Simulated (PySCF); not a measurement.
# C3H3FS (SMILES FCC1=CS1) at CASSCF(6,6)/6-31G(d) (spherical functions)

What is the vertical singlet–triplet gap of C3H3FS at CASSCF(6,6)/6-31G* (spherical functions)? Input form: a Python script.

The results are computed with PySCF 2.14.0.

2 further runs of the same task are left out: 2 set aside as unsound or not needed.

## (1) Starting point

The species is C3H3FS (8 atoms), meant as a singlet with charge 0. As SMILES, `FCC1=CS1`. The coordinates come from a PBE0-D4/def2-TZVP relaxation. This is one conformer, not always the lowest.

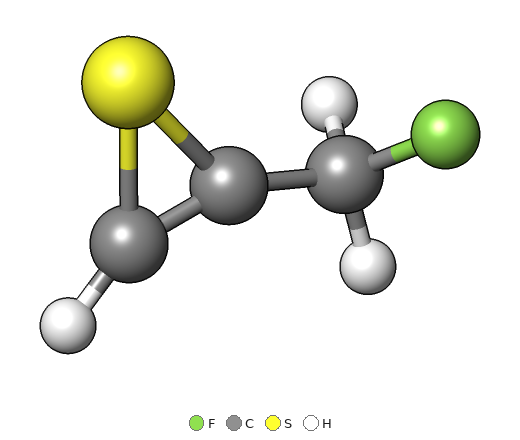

Viewed from a chosen angle; fluorine green, carbon grey, sulfur yellow, hydrogen white.

## (2) The energy at CASSCF(6,6)/6-31G(d) (spherical functions)

input.xyz reads:

```xyz
8
C3H3FS
F     -0.195000     1.657900     1.248100
C      0.541600     0.889100     0.375800
C     -0.249000    -0.228300    -0.139300
C     -0.413600    -1.457200    -0.438900
S     -1.806800    -0.481900    -1.090600
H      1.422600     0.509300     0.902100
H      0.858000     1.528900    -0.455500
H     -0.065800    -2.474800    -0.457600
```

calc.py reads:

```python
import numpy
from pyscf import gto, scf, mp, mcscf

molecule = gto.Mole()
molecule.atom = 'input.xyz'
molecule.verbose = 3
molecule.basis = '6-31g*'
molecule.max_memory = 1860
molecule.build()

calc0 = scf.RHF(molecule)
calc0.conv_tol = 1e-10
calc0.kernel()
if not calc0.converged:
    calc0 = calc0.newton().run(calc0.mo_coeff, calc0.mo_occ)

pt = mp.MP2(scf.addons.convert_to_uhf(calc0)).run()
noons, natorbs = mcscf.addons.make_natural_orbitals(pt)
print('natural occupations', numpy.round(noons[:40], 4))
cas = mcscf.CASSCF(calc0, 6, 6)
cas.fix_spin_(ss=0.0)
cas.natorb = True
cas.kernel(natorbs)
energy = cas.e_tot
print('E = %.10f Eh' % energy)
```

Run with:

```console
$ OMP_NUM_THREADS=1 python calc.py
```

Log:

```text
converged SCF energy = -612.179859221784
E(UMP2) = -612.861779561628  E_corr = -0.681920339844243
E(SCS-UMP2) = -612.842262155167  E_corr = -0.66240293338285
natural occupations [2.     1.9999 1.9999 1.9998 1.9998 1.9998 1.9998 1.9997 1.9997 1.9906
 1.9849 1.9816 1.9775 1.9768 1.9767 1.9722 1.9704 1.9687 1.9633 1.9596
 1.945  1.9387 1.9301 0.0547 0.0512 0.0346 0.0308 0.0245 0.0202 0.0191
 0.017  0.0147 0.0137 0.0133 0.0128 0.0117 0.0102 0.01   0.01   0.009 ]
CASSCF energy = -612.262391264491
CASCI E = -612.262391264491  E(CI) = -8.58062417920576  S^2 = 0.0000000
E = -612.2623912645 Eh
```

It took 9.6 s on 1 thread of Arm Neoverse V1, shared host; peak memory 0.25 GiB.

## (3) The triplet at the same level

calc.py reads:

```python
import numpy
from pyscf import gto, scf, mp, mcscf

molecule = gto.M(
    atom='''
F     -0.195000     1.657900     1.248100
C      0.541600     0.889100     0.375800
C     -0.249000    -0.228300    -0.139300
C     -0.413600    -1.457200    -0.438900
S     -1.806800    -0.481900    -1.090600
H      1.422600     0.509300     0.902100
H      0.858000     1.528900    -0.455500
H     -0.065800    -2.474800    -0.457600
''',
    verbose=3,
    max_memory=1860,
    spin=2,
    charge=0,
    basis='6-31g*',
)

mf = scf.ROHF(molecule)
mf.conv_tol = 1e-10
mf.kernel()
if not mf.converged:
    mf = mf.newton().run(mf.mo_coeff, mf.mo_occ)

pt = mp.MP2(scf.addons.convert_to_uhf(mf)).run()
noons, natorbs = mcscf.addons.make_natural_orbitals(pt)
print('natural occupations', numpy.round(noons[:40], 4))
cas = mcscf.CASSCF(mf, 6, 6)
cas.fix_spin_(ss=2.0)
cas.natorb = True
cas.kernel(natorbs)
e_final = cas.e_tot
print(f'total energy: {e_final:.8f} hartree')
```

Run with:

```console
$ OMP_NUM_THREADS=1 python calc.py
```

Log:

```text
converged SCF energy = -612.079226183787
E(UMP2) = -612.745081530023  E_corr = -0.66585534623668
E(SCS-UMP2) = -612.721698045447  E_corr = -0.64247186166035
natural occupations [2.     1.9999 1.9999 1.9998 1.9998 1.9998 1.9998 1.9998 1.9997 1.9906
 1.9851 1.9816 1.9773 1.9769 1.9763 1.9726 1.9706 1.9642 1.9608 1.9484
 1.9436 1.9383 1.0087 0.9918 0.051  0.0394 0.0314 0.0237 0.0196 0.0176
 0.0165 0.0142 0.0138 0.0128 0.0121 0.0116 0.0112 0.0095 0.0089 0.0087]
CASSCF energy = -612.119906558390
CASCI E = -612.119906558390  E(CI) = -7.97208716029058  S^2 = 2.0000000
total energy: -612.11990656 hartree
```

Wall time 20 s (1 thread of Arm Neoverse V1, shared host); peak memory 0.27 GiB.

## (4) Results

At CASSCF(6,6)/6-31G* (spherical functions):

| quantity | value |
| --- | --- |
| singlet: total energy | -612.26239 Eh |
| singlet: dipole moment (Hartree–Fock density) | 3.61 D |
| singlet: HOMO energy (Hartree–Fock orbitals) | -8.20 eV |
| singlet: LUMO energy (Hartree–Fock orbitals) | 3.50 eV |
| singlet: HOMO–LUMO gap (Hartree–Fock orbitals) | 11.70 eV |
| triplet: total energy | -612.11991 Eh |
| triplet: dipole moment (Hartree–Fock density) | 2.49 D |
| vertical energy of the triplet above the singlet | 3.877 eV |

At this shape the triplet lies 3.88 eV (374 kJ/mol) above the singlet.
